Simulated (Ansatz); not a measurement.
BiB: structures and their energies

18 relaxations of BiB ended in 9 distinct structures. These are r2SCAN (plane waves to 500 eV, PAW, scalar-relativistic; Ansatz, an electronic-structure program) values and carry that method's errors.

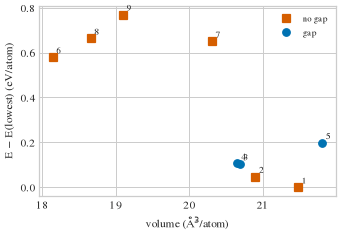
Figure: Energy against volume of the distinct structures, numbered as in the table

| # | space group | Pearson | type | E − E(lowest) (eV/atom) | V (Å³/atom) | gap (eV, no SOC) | coordination | runs ending here |
|---|---|---|---|---|---|---|---|---|
| 1 | P6₃/mmc | hP8 | – | 0.00 | 21.48 | 0.00 | – | 1 |
| 2 | P6₃/mmc | hP8 | – | 0.05 | 20.90 | 0.00 | – | 1 |
| 3 | F-43m | cF8 | zinc blende type | 0.10 | 20.69 | 0.39 | Bi 4 (tetrahedral), B 4 (tetrahedral) | 9 |
| 4 | P6₃mc | hP12 | AFLOW prototype AB_hP12_186_a2b_a2b (B6, as in SiC) | 0.11 | 20.65 | 0.40 | – | 1 |
| 5 | P4₂/mnm | tP8 | AFLOW prototype AB_tP8_136_g_f (as in BeO) | 0.20 | 21.81 | 0.18 | – | 1 |
| 6 | Fm-3m | cF8 | rock salt type | 0.58 | 18.15 | 0.00 | B 6 (octahedral), Bi 6 (octahedral) | 2 |
| 7 | R3m | hR6 | AFLOW prototype AB_hR6_160_b_b (B13, as in NiS) | 0.65 | 20.31 | 0.00 | – | 1 |
| 8 | P6₃/mmc | hP4 | NiAs type | 0.66 | 18.66 | 0.00 | B 6 (octahedral), Bi 6 (trigonal prismatic) | 1 |
| 9 | P-6m2 | hP2 | AFLOW prototype AB_hP2_187_d_a (B_h, as in WC) | 0.77 | 19.10 | 0.00 | – | 1 |

Coordination numbers (neighbours up to the widest gap in distance over summed covalent radii, below 1.35; n+m marks a second, longer set; metal–metal contacts left out). P6₃/mmc, hP8 is the lowest among the structures calculated here.

```cif
data_B4Bi4
_chemical_formula_sum 'B4 Bi4'
_space_group_name_H-M_alt 'P63/mmc'
_space_group_IT_number 194
_space_group_name_Hall '-P 6c 2c'
_cell_length_a 3.82741
_cell_length_b 3.82741
_cell_length_c 13.54551
_cell_angle_alpha 90.000
_cell_angle_beta 90.000
_cell_angle_gamma 120.000
loop_
_atom_site_label
_atom_site_type_symbol
_atom_site_symmetry_multiplicity
_atom_site_Wyckoff_symbol
_atom_site_fract_x
_atom_site_fract_y
_atom_site_fract_z
_atom_site_occupancy
B1 B 4 f 0.33333 0.66667 0.18843 1
Bi1 Bi 4 e 0.00000 0.00000 0.11648 1
```

Probably no minimum, since a slightly shaken restart fell lower: P6₃/mmc, hP8 (by 0.05 eV/atom, to P6₃/mmc); P6₃/mmc, hP4, NiAs type (by 0.47 eV/atom, to P4₂/mnm); P-6m2, hP2, AFLOW prototype AB_hP2_187_d_a (B_h, as in WC) (by 0.67 eV/atom, to F-43m). 1 run with a doubtful electronic state, a coarser numerical grid, an end not at rest or a source that can't be used is left out. Each run could gain symmetry but not lose that of its start, so entries can be saddle points. All of these are generated cells (placed on structure types, drawn at random, substituted or restacked) that were not matched to a known phase here. The real structure of this composition may not be among these, and whether this composition forms is not checked here. Static energies at zero pressure. Each cell has its own k-point mesh; energy differences are given only to the digits this allows. No spin polarisation in the result. Without spin-orbit coupling the bands of the heavy element are not split, so the gap can be far off. Gaps of cells over 8 atoms come from the SCF mesh and high-symmetry points alone.
